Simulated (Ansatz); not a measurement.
Phonon calculation, with input and output: CH$_{6}$O$_{2}$Si

System: CH$_{6}$O$_{2}$Si.
Method: RHF/def2-SVP (Ansatz 0.2.0).

It belongs to a series of runs on one base structure; here: vibrations at the highest image of the band.

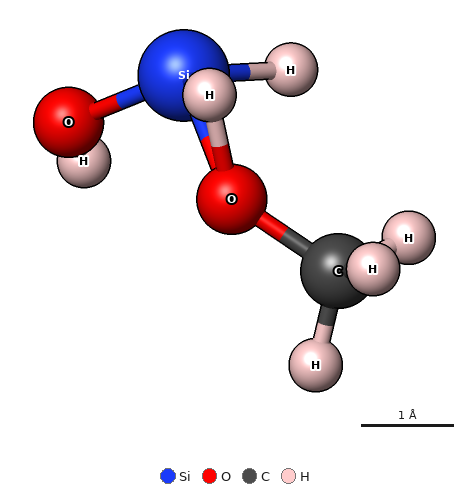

*The input geometry (ball-and-stick view, seen at a tilt).*

The input
```yaml
crystal:
  periodic: [false, false, false]
  atoms:
    - { symbol: Si, position_ang: [0.179885, 0.071881, -0.406934] }
    - { symbol: O, position_ang: [0.432978, 0.232204, 1.410851] }
    - { symbol: C, position_ang: [-0.083856, -0.461009, 2.521553] }
    - { symbol: H, position_ang: [-0.658281, -1.334343, 2.208666] }
    - { symbol: H, position_ang: [0.732555, -0.786304, 3.164468] }
    - { symbol: H, position_ang: [-0.729863, 0.207891, 3.089785] }
    - { symbol: H, position_ang: [1.399097, -0.041727, 0.660338] }
    - { symbol: O, position_ang: [-0.610895, 1.403919, -0.975944] }
    - { symbol: H, position_ang: [-1.554881, 1.417432, -0.994418] }
    - { symbol: H, position_ang: [-0.829538, -1.034343, -0.454667] }
basis:
  gaussian: { orbitals: def2-SVP }
hamiltonian:
  xc: hf
phonons: {}
```

Hardware: 1 thread of Arm Neoverse V2, 24 GiB of memory available, shared host.

Command:
```bash
ansatz run input.yaml --threads 1 --pin off --max-ram 2048MiB --backend cpu --events-out ev --progress --plain --runs-dir out
```

Log
```
Engine: ansatz 0.2.0, aarch64-unknown-linux-gnu
Functional definition: HF
  exchange = exact_x
  correlation = 0
946 factors; integrals over basis functions are off by at most 4.1e-4 eV
mean field evaluation 1: about -13049.9067 eV, gradient 3.9e1 eV
mean field evaluation 2: about -13049.9682 eV, gradient 3.9e1 eV
mean field evaluation 4: about -13053.1505 eV, gradient 3.4e0 eV
mean field evaluation 8: about -13053.1970 eV, gradient 1.1e-1 eV
mean field -13053.19710026 eV, -479.6961456597 hartree, gradient 1.4e-5 eV, S^2 0.000000; 0 other end points of the search recorded, 0 dependent functions left out
the calculation of the forces begins
reference -13053.19710026 eV, -479.6961456597 hartree; 21, 21 occupied and 69, 69 virtual orbitals, 946 factors
these checks for a lower state are left out or cut short: stability, starts, cluster_reference, orbital_swaps, neighbouring_geometries, increment
946 factors; integrals over basis functions are off by at most 4.1e-4 eV
mean field evaluation 16: about -13053.1970 eV, gradient 2.2e-4 eV
mean field -13053.19698695 eV, -479.6961414958 hartree, gradient 3.0e-6 eV, S^2 0.000000; 0 other end points of the search recorded, 0 dependent functions left out
[... from here on the field's lines of each further geometry are left out, up to the last ...]
the calculation of the forces begins
reference -13053.19709710 eV, -479.6961455437 hartree; 21, 21 occupied and 69, 69 virtual orbitals, 946 factors
these checks for a lower state are left out or cut short: stability, starts, cluster_reference, orbital_swaps, neighbouring_geometries, increment
946 factors; integrals over basis functions are off by at most 4.1e-4 eV
mean field -13053.19708925 eV, -479.6961452550 hartree, gradient 1.2e-6 eV, S^2 0.000000; 0 other end points of the search recorded, 0 dependent functions left out
the calculation of the forces begins
reference -13053.19708925 eV, -479.6961452550 hartree; 21, 21 occupied and 69, 69 virtual orbitals, 946 factors
WARN: phonons: modes at or below zero, which the zero-point energy, F, S and C_V leave out: 2, the lowest at -2062.94 cm⁻¹. A minimum has none, and a first-order saddle one
Total energy: -13053.19710026 eV, -479.6961456597 hartree
Atom 0 at     0.179885     0.071881    -0.406934 Å, force    -0.003384    -0.003439     0.002177 eV/Å
Atom 1 at     0.432978     0.232204     1.410851 Å, force     0.015063     0.003478     0.012561 eV/Å
Atom 2 at    -0.083856    -0.461009     2.521553 Å, force    -0.000724    -0.004920    -0.017424 eV/Å
Atom 3 at    -0.658281    -1.334343     2.208666 Å, force    -0.000766    -0.005863     0.003666 eV/Å
Atom 4 at     0.732555    -0.786304     3.164468 Å, force     0.001064     0.002922     0.003228 eV/Å
Atom 5 at    -0.729863     0.207891     3.089785 Å, force    -0.009259     0.003791     0.004013 eV/Å
Atom 6 at     1.399097    -0.041727     0.660338 Å, force    -0.001347    -0.000814    -0.006666 eV/Å
Atom 7 at    -0.610895     1.403919    -0.975944 Å, force     0.020126     0.005677    -0.005606 eV/Å
Atom 8 at    -1.554881     1.417432    -0.994418 Å, force    -0.019389    -0.004817     0.002481 eV/Å
Atom 9 at    -0.829538    -1.034343    -0.454667 Å, force    -0.001384     0.003985     0.001572 eV/Å
Dipole moment:    -0.353237    -0.323365     0.396383 e Å
Vibrations: -2062.94 -112.70 122.27 210.69 256.94 360.69 564.37 726.99 862.56 882.04 927.05 1013.89 1150.08 1261.53 1291.56 1589.94 1601.38 1606.49 2057.28 2226.44 3185.10 3277.98 3293.03 4199.25 cm⁻¹, zero-point energy 2.025130 eV
```

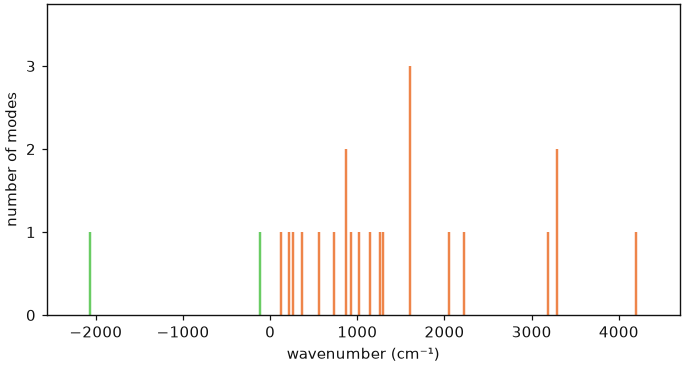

*Harmonic vibrational wavenumbers from the force constants; neighbouring modes closer than 28 cm⁻¹ are counted in one stick, and imaginary ones are drawn at negative wavenumbers.*

24 modes from 2063i to 4199 cm⁻¹, 2 imaginary beyond 8i (2063i, 113i cm⁻¹): not a minimum.

Summary

```tsv
quantity	value
outcome	converged
total energy	−13053.1971 eV
mean-field energy	−13053.1971 eV
largest force (length of the vector)	0.022 eV/Å
wall time	55 s
peak memory	0.15 GiB
```
